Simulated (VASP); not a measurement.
Band structure of Be$_{3}$ZnO$_{4}$ (space group I-42m). Computed with LDA (Ceperley-Alder, Perdew-Zunger), VASP's LDA PAW potentials (set 64) (plane waves; VASP 6.6.1).

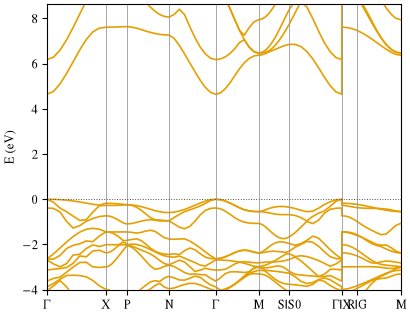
Figure: Bands along high-symmetry lines, zero at the valence-band maximum or, without a gap, the Fermi level

### Question
Read the plot: is there a gap, and where are the band edges?

### Answer
The gap is direct, 4.64 eV, from the valence maximum at Γ to the conduction minimum at Γ. (Edges off the drawn lines would not show.)

The structure comes from a computed database's Be3ZnO4 entry (I-42m); how it stands against other phases isn't given here. It was relaxed first, which changed the volume by -6 %.
